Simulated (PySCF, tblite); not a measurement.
# C₅H₈O+ (doublet): geometry, infrared bands and EPR parameters

Aim: predict the infrared bands and EPR parameters of C₅H₈O+ (doublet) (`COC1(C)[CH][CH+]1`).

The runs use tblite 0.8.0 and PySCF 2.14.0, with density-fitted response routines of our own; the level of theory stands in each step. All values are computed, except where a source is named. Atoms are numbered from 0 throughout.

## Step 1: The molecule as given

14 atoms, charge 1, multiplicity 2; geometry from: force field or distance geometry start.

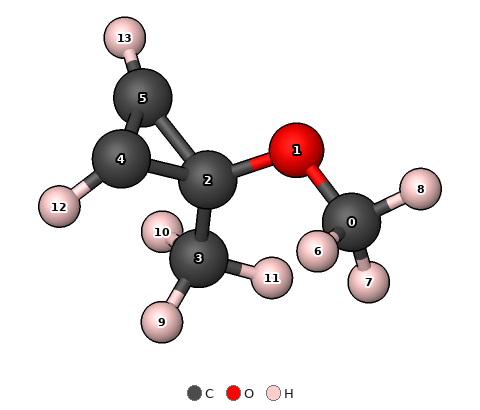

As it starts; carbon dark grey, oxygen red, hydrogen pink, atoms numbered.

## Step 2: Optimising the geometry with GFN2-xTB

What the job is given:

```
{"job": {"kind": "relax", "xc": "GFN2-xTB", "basis": "xTB"}, "charge": 1, "multiplicity": 2}
C      1.963900    -0.172900    -0.185400
O      0.844500     0.243900    -0.918400
C     -0.303800     0.295200    -0.178300
C     -0.818900    -0.971000     0.460300
C     -0.819100     1.616400     0.366400
C     -1.407100     1.037400    -0.886000
H      2.180400     0.509500     0.667000
H      1.903800    -1.202800     0.200000
H      2.832200    -0.142300    -0.883900
H     -0.866000    -0.913000     1.563200
H     -1.828100    -1.241700     0.042800
H     -0.156400    -1.813700     0.150400
H     -1.416900     1.644400     1.287800
H     -2.109200     1.110200    -1.708000
```

Run with:

```
$ OMP_NUM_THREADS=1 python probes_run.py task.json out
```

This one command runs all jobs of the session in turn.

What it wrote:

```text
step      E/eV     max force
  0    -494.98855    6.294
  1    -495.76553    2.941
  2    -496.14539    4.205
  3    -496.31707    1.804
  4    -496.42005    1.258
  5    -496.59153    1.659
  6    -496.66787    1.201
  7    -496.71573    0.735
  8    -496.75929    0.549
  9    -496.79457    0.756
 10    -496.82328    0.623
 11    -496.84399    0.434
 12    -496.86327    0.338
 13    -496.87993    0.309
 14    -496.89262    0.303
 15    -496.90270    0.271
 16    -496.91132    0.321
 17    -496.91966    0.332
 18    -496.92721    0.273
 19    -496.93294    0.259
 20    -496.93743    0.192
 21    -496.94227    0.220
 22    -496.95082    0.321
 23    -496.95987    0.315
 24    -496.96866    0.192
 25    -496.97326    0.144
 26    -496.97600    0.117
 27    -496.97831    0.122
 28    -496.98134    0.132
 29    -496.98473    0.136
 30    -496.98744    0.115
 31    -496.98921    0.101
 32    -496.99084    0.114
 33    -496.99279    0.115
 34    -496.99460    0.098
 35    -496.99576    0.094
 36    -496.99654    0.091
 37    -496.99747    0.097
 38    -496.99917    0.116
 39    -497.00118    0.124
 40    -497.00253    0.090
 41    -497.00346    0.070
 42    -497.00442    0.079
 43    -497.00587    0.104
 44    -497.00776    0.123
 45    -497.00961    0.120
 46    -497.01148    0.111
 47    -497.01373    0.133
 48    -497.01646    0.147
 49    -497.02024    0.181
 50    -497.02451    0.161
 51    -497.02624    0.235
 52    -497.02751    0.247
 53    -497.03039    0.094
 54    -497.03142    0.095
 55    -497.03296    0.111
 56    -497.03369    0.071
 57    -497.03433    0.061
 58    -497.03472    0.040
 59    -497.03507    0.032
 60    -497.03530    0.043
 61    -497.03546    0.031
 62    -497.03560    0.024
 63    -497.03570    0.019
 64    -497.03578    0.023
 65    -497.03586    0.028
 66    -497.03598    0.029
 67    -497.03624    0.038
 68    -497.03677    0.056
 69    -497.03771    0.072
 70    -497.03889    0.095
 71    -497.04016    0.099
 72    -497.04129    0.070
 73    -497.04197    0.059
 74    -497.04242    0.084
 75    -497.04277    0.049
 76    -497.04310    0.040
 77    -497.04365    0.049
 78    -497.04396    0.044
 79    -497.04466    0.050
 80    -497.04529    0.057
 81    -497.04593    0.098
 82    -497.04595    0.130
 83    -497.04683    0.067
 84    -497.04726    0.066
 85    -497.04815    0.064
 86    -497.04862    0.063
 87    -497.04948    0.077
 88    -497.05054    0.082
 89    -497.05170    0.095
 90    -497.05322    0.107
 91    -497.05560    0.105
 92    -497.05753    0.204
 93    -497.05827    0.209
 94    -497.06109    0.096
 95    -497.06214    0.067
 96    -497.06373    0.070
 97    -497.06452    0.053
 98    -497.06529    0.060
 99    -497.06589    0.063
100    -497.06652    0.056
101    -497.06706    0.066
102    -497.06747    0.065
103    -497.06786    0.063
104    -497.06850    0.064
105    -497.06926    0.060
106    -497.06991    0.064
107    -497.07050    0.077
108    -497.07119    0.070
109    -497.07205    0.065
110    -497.07284    0.089
111    -497.07319    0.055
112    -497.07348    0.057
113    -497.07358    0.027
114    -497.07361    0.017
115    -497.07362    0.014
116    -497.07364    0.015
117    -497.07367    0.016
118    -497.07372    0.015
119    -497.07377    0.011
120    -497.07379    0.009
```

Wall time 1.4 s (1 thread of Intel Xeon at 2.50GHz, shared host).

Along the way: (not every step is listed)

```csv
step,energy from step 0 (eV),largest force (eV/Å)
0,0.0000,6.2945
1,-0.7770,2.9411
2,-1.1568,4.2046
3,-1.3285,1.8045
4,-1.4315,1.2584
5,-1.6030,1.6593
6,-1.6793,1.2012
7,-1.7272,0.7349
8,-1.7707,0.5491
18,-1.9387,0.2728
28,-1.9928,0.1325
38,-2.0106,0.1159
48,-2.0279,0.1474
58,-2.0462,0.0399
68,-2.0482,0.0558
78,-2.0554,0.0442
88,-2.0620,0.0819
98,-2.0767,0.0599
108,-2.0826,0.0699
115,-2.0851,0.0145
116,-2.0851,0.0150
117,-2.0851,0.0160
118,-2.0852,0.0150
119,-2.0852,0.0112
120,-2.0852,0.0094
```

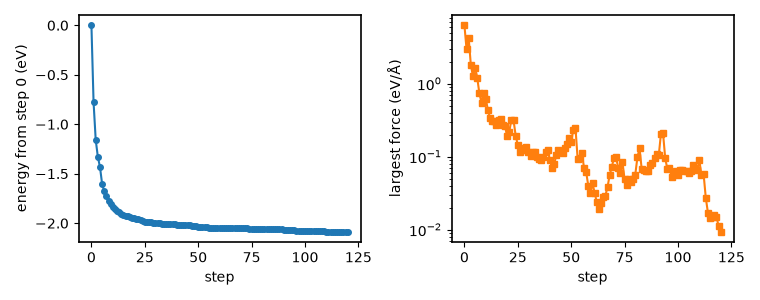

Energy and force, step by step.

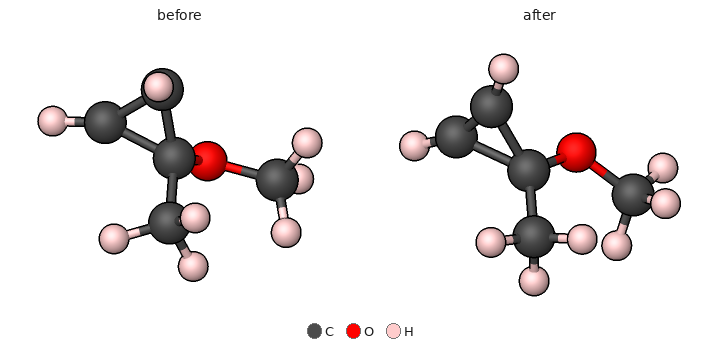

The geometry before (left) and after (right).

Distances of close pairs at the start and the end, largest changes first:

```csv
bond,before (Å),after (Å),change (Å)
C4–C5,1.500,1.278,-0.222
C2–C5,1.506,1.568,+0.062
C2–C4,1.519,1.567,+0.048
C3–H10,1.125,1.086,-0.039
C4–H12,1.099,1.065,-0.034
C0–H8,1.115,1.090,-0.025
C2–C3,1.509,1.485,-0.024
C3–H11,1.116,1.094,-0.022
```

The final coordinates are the input of the step that follows.

## Step 3: Harmonic vibrations with GFN2-xTB

What the job is given:

```
{"job": {"kind": "ir", "xc": "GFN2-xTB", "basis": "xTB"}, "charge": 1, "multiplicity": 2}
C      1.944245    -0.222810    -0.168075
O      0.860480     0.631612    -0.417808
C     -0.398653     0.294685    -0.083989
C     -0.702352    -1.004274     0.568874
C     -1.313154     1.542022     0.168026
C     -1.473003     1.003746    -0.980033
H      2.053048    -0.433602     0.902560
H      1.828808    -1.181822    -0.686808
H      2.829571     0.294388    -0.536671
H     -0.167544    -1.100604     1.517976
H     -1.767800    -1.098743     0.759257
H     -0.383654    -1.843115    -0.056459
H     -1.454184     2.244249     0.955949
H     -1.856488     0.873795    -1.964965
```

What it wrote:

```text
mode    cm-1     km/mol
  1     123.8     10.39
  2     134.2      1.19
  3     192.2      1.58
  4     227.3      0.77
  5     265.5      3.17
  6     362.3      1.61
  7     403.6      0.01
  8     473.8      6.38
  9     551.5      4.98
 10     623.5      0.01
 11     752.5     11.78
 12     774.3     66.03
 13     820.4      6.11
 14     861.8      6.20
 15     955.8     24.70
 16     981.0     18.43
 17    1053.6      0.02
 18    1054.9     26.99
 19    1112.5      3.63
 20    1155.6     10.36
 21    1283.1    112.99
 22    1367.6     44.73
 23    1380.7     93.35
 24    1388.8      9.26
 25    1402.3     39.97
 26    1415.6     42.71
 27    1426.1     15.43
 28    1806.3     14.45
 29    2912.8      1.36
 30    2933.1     22.00
 31    2958.5      3.26
 32    2980.8     13.47
 33    3031.9     16.61
 34    3068.8      3.73
 35    3182.2    117.52
 36    3221.4     98.03
```

It took 0.77 s on 1 thread of Intel Xeon at 2.50GHz, shared host.

The strongest bands and the atoms that carry them (share of the mass-weighted mode):

```csv
cm⁻¹,km/mol,atoms
774,66.0,"H13 41 %, H12 41 %"
1283,113.0,"C2 59 %, O1 19 %"
1368,44.7,"H6 25 %, H7 25 %, H9 13 %, H11 12 %"
1381,93.3,"H9 25 %, H11 25 %, H6 11 %, H7 11 %"
1402,40.0,"H7 26 %, H6 26 %, H8 24 %"
1416,42.7,"H10 43 %, H9 18 %, H11 16 %, H8 10 %"
3182,117.5,"H13 47 %, H12 45 %"
3221,98.0,"H12 44 %, H13 42 %"
```

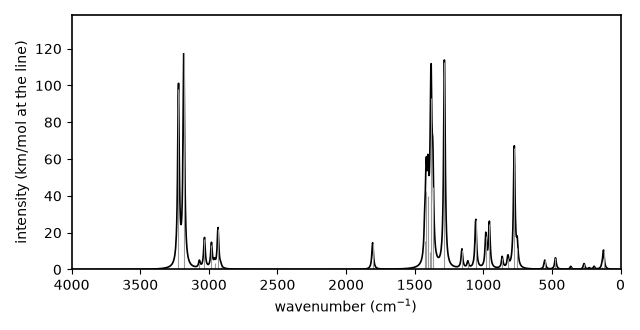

The infrared spectrum from these modes, unscaled. Lines are broadened to a width of 14 cm⁻¹ (Lorentzian).

## Step 4: g tensor and hyperfine couplings: B3LYP/pcH-1

Settings changed since step 3:

```diff
@@ -1,2 +1,2 @@
-{"job": {"kind": "ir", "xc": "GFN2-xTB", "basis": "xTB"}, "charge": 1, "multiplicity": 2}
+{"job": {"kind": "epr", "basis": "pcH-1"}, "charge": 1, "multiplicity": 2}
 C      1.944245    -0.222810    -0.168075
```

Level: UKS B3LYP, pcH-1 on C H O, non-relativistic, mean-field spin-orbit, GIAO.

What it wrote:

```text
UKS, coarse grid
  cycle   1  E = -270.11011008  |g| = 4.05e-01
  cycle   2  E = -269.98863295  |g| = 7.13e-01
  cycle   3  E = -270.17093823  |g| = 1.11e-01
  cycle   4  E = -270.17540470  |g| = 4.98e-02
  cycle   5  E = -270.17638081  |g| = 1.20e-02
  cycle   6  E = -270.17644331  |g| = 5.64e-03
  cycle   7  E = -270.17645839  |g| = 2.25e-03
  cycle   8  E = -270.17646118  |g| = 5.75e-04
UKS, final grid
  cycle   1  E = -270.17640841  |g| = 6.67e-04
  cycle   2  E = -270.17640807  |g| = 1.18e-03
  cycle   3  E = -270.17640861  |g| = 1.91e-04
  cycle   4  E = -270.17640863  |g| = 3.97e-05
  cycle   5  E = -270.17640863  |g| = 2.06e-05
E = -270.17640863 Eh   <S^2> = 0.7530 (exact 0.7500)
g shifts (ppm)      1          2          3
  rmc          -233       -233       -233
  gc              0         37         44
  oz_so        -476       3598       6227
  total        -709       3402       6038
hyperfine (MHz)  atom isotope    a_iso     a_fc   dipolar eigenvalues
    0   13C     -15.09     -15.09     -3.70      0.83      2.87
    1   17O     -41.50     -41.50   -131.08     64.48     66.60
    2   13C      -4.38      -4.38    -28.15    -24.45     52.60
    3   13C     -11.90     -11.90     -2.56     -0.68      3.25
    4   13C      37.01      37.01    -17.77    -16.30     34.06
    5   13C      36.87      36.87    -17.88    -16.45     34.33
    6    1H      80.93      80.93     -4.80     -2.02      6.81
    7    1H      80.66      80.66     -4.80     -2.02      6.82
    8    1H      -1.20      -1.20     -3.53     -3.34      6.87
    9    1H      63.10      63.10     -3.98     -1.77      5.75
   10    1H      -1.21      -1.21     -3.00     -2.33      5.33
   11    1H      62.89      62.89     -3.98     -1.77      5.75
   12    1H      83.01      83.01     -8.95     -2.91     11.87
   13    1H      82.14      82.14     -9.01     -2.89     11.90
```

Run time: 97 s. Hardware: 1 thread of Intel Xeon at 2.50GHz, shared host; peak memory 0.84 GiB.

Principal g values 2.00161, 2.00572, 2.00836; g(iso) = 2.00523, against 2.00232 for a free electron.

Hyperfine couplings; where a row names several nuclei, a(iso) is their mean (it holds for fast rotation or exchange) and the dipolar term the largest among them:

```csv
nuclei,isotope,a(iso) (MHz),"a(iso) (G, at g = 2.0023)",largest dipolar term (MHz)
"H12, H13",1H,82.6,29.5,11.9
"H6, H7, H8",1H,53.5,19.1,6.9
"H9, H10, H11",1H,41.6,14.8,5.8
O1,17O,-41.5,-14.8,-131.1
"C4, C5",13C,36.9,13.2,34.3
C0,13C,-15.1,-5.4,-3.7
C3,13C,-11.9,-4.2,3.2
C2,13C,-4.4,-1.6,52.6
```

Mulliken spin populations:

C0 -0.02; O1 0.36; C2 0.22; C3 -0.02; C4 0.15; C5 0.15; H6 0.03; H7 0.03; H8 0.00; H9 0.02; H10 0.00; H11 0.02; H12 0.03; H13 0.03

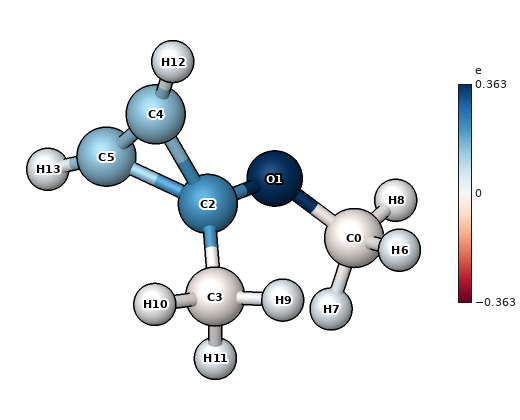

Mulliken spin populations, as colours on the atoms.

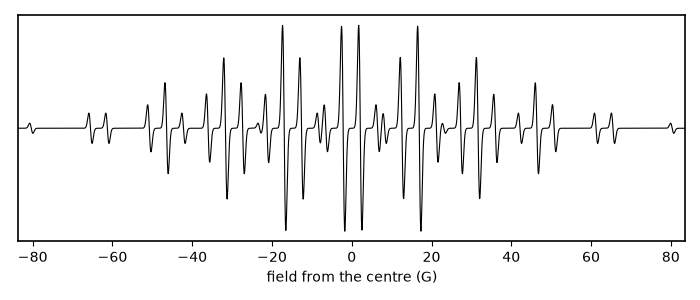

First-order isotropic spectrum (first derivative, main isotopes with spin only, couplings over 0.8 MHz, Gaussian width 0.4 G; couplings of the frozen geometry, rotation of groups not averaged beyond the rows shown).

Orbitals, density, ELF and potential are computed afterwards from the orbital file.

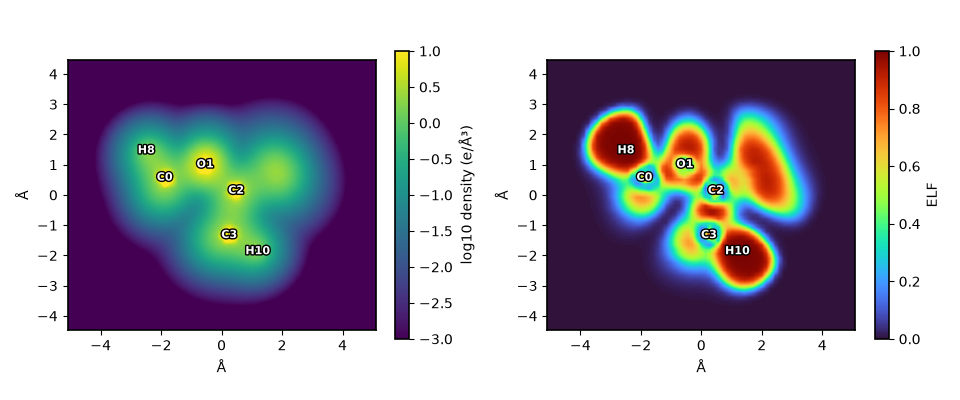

Density (left) and ELF (right) in a plane through or near 6 of the atoms.

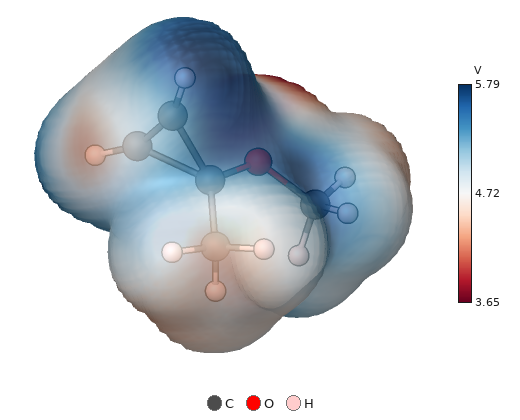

Electrostatic potential on the surface of density 0.002 e/bohr³; red is low, blue high. It runs, from the 1st to the 99th percentile, from 3.65 V near O1 to 5.79 V near H12.

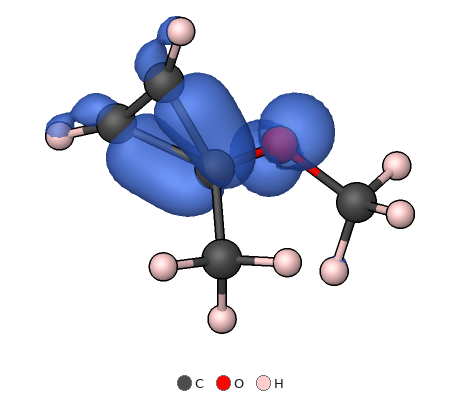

Spin density at ±0.06 e/Å³ (alpha excess blue, beta excess red).

## Step 5: Summary of results

```
                                 quantity                     value
strongest single infrared mode (GFN2-xTB)     3182 cm⁻¹, 118 km/mol
             zero-point energy (GFN2-xTB)             69.5 kcal/mol
                           g(iso) (B3LYP)                   2.00523
                                     ⟨S²⟩        0.753 (exact 0.75)
       largest a(iso) (averaged by class)  1H on H12, H13, 82.6 MHz
```

**Reading.** Over 120 steps the energy fell by 2.085 eV; of the close pairs, C4–C5 changed most, 1.500 to 1.278 Å. All 36 modes are real, so the xTB geometry is a minimum. The strongest single mode, at 3182 cm⁻¹, moves mainly H13 and H12. GFN2-xTB is a fitted tight-binding method: band positions and strengths are rough. Its intensities can rank the bands wrongly. O1 carries the largest spin population, 0.36 e. The isotropic g lies 2.9 ppt above the free-electron value.
